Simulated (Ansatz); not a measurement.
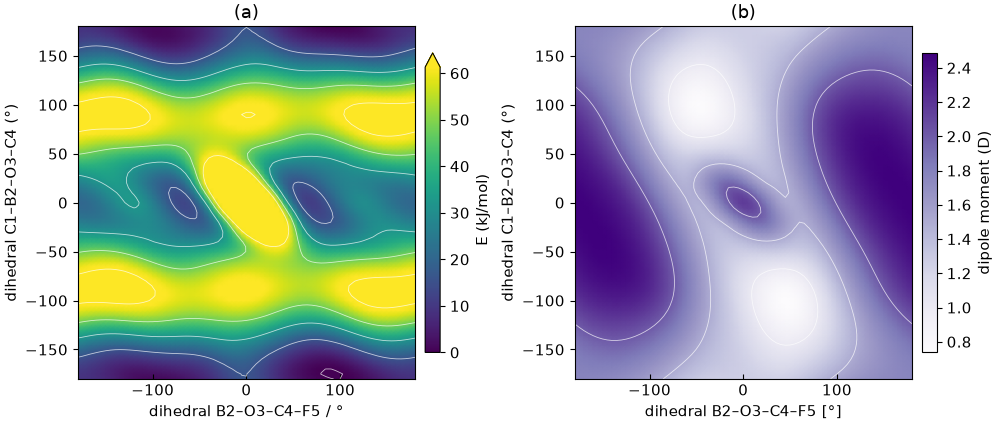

C₂H₆BFO, SMILES CBOCF. First axis: dihedral B2–O3–C4–F5. Second axis: dihedral C1–B2–O3–C4. Nothing is relaxed (all other coordinates rigid). The grid has 18 × 18 points. Energies: kJ/mol, counted from the lowest grid point. Level of theory: Ansatz, RKS PBE0-D4/def2-SVP.

Panel (a) is the energy; panel (b) is the computed dipole moment, in D.

The picture shows a smooth colour map with a few white contour lines, one colour for all values above the top of the scale. Between grid points the surface is interpolated.

How does the dipole moment vary over the map, and what is it at the lowest grid point?

Leaving out the highest fifth of the energies, it runs from 0.75 D at dihedral B2–O3–C4–F5 = 40°, dihedral C1–B2–O3–C4 = −100° to 2.49 D at dihedral B2–O3–C4–F5 = −180°, dihedral C1–B2–O3–C4 = 0°. At the lowest grid point, dihedral B2–O3–C4–F5 = 100°, dihedral C1–B2–O3–C4 = −180°, it is 1.54 D.
